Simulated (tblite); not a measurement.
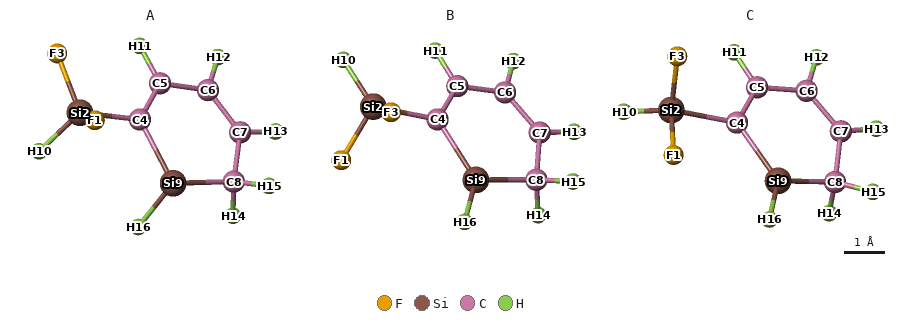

3 geometries from one relaxation of C₅H₇F₂Si₂ (charge +1), in shuffled order. Style: ball-and-stick. Shown at a tilt.

All numbers below come from tblite, GFN2-xTB geometry optimisation, gas phase. 

Order the frames from highest to lowest energy.

Answer. A, C, B. They are steps 0, 88, 174, at +1.042 eV, +0.055 eV relative to the last. The atom that moves furthest after the best rigid fit is F1 (2.54 Å). By element the largest moves are F 2.54 Å, H 2.32 Å, Si 0.25 Å, C 0.18 Å. Among the contacts that change: Si2–C4 1.827 → 1.910 Å, Si2–H10 1.470 → 1.433 Å, Si9–H16 1.479 → 1.452 Å, Si2–F3 1.617 → 1.594 Å. Bond angles that change, for instance: C4–Si9–H16 109.4° → 129.4°, C8–Si9–H16 109.6° → 122.8°, Si2–C4–Si9 111.3° → 119.1°. Groups turn about Si2–C4 by about 115°. Over 174 geometry steps the energy falls by 1.042 eV.
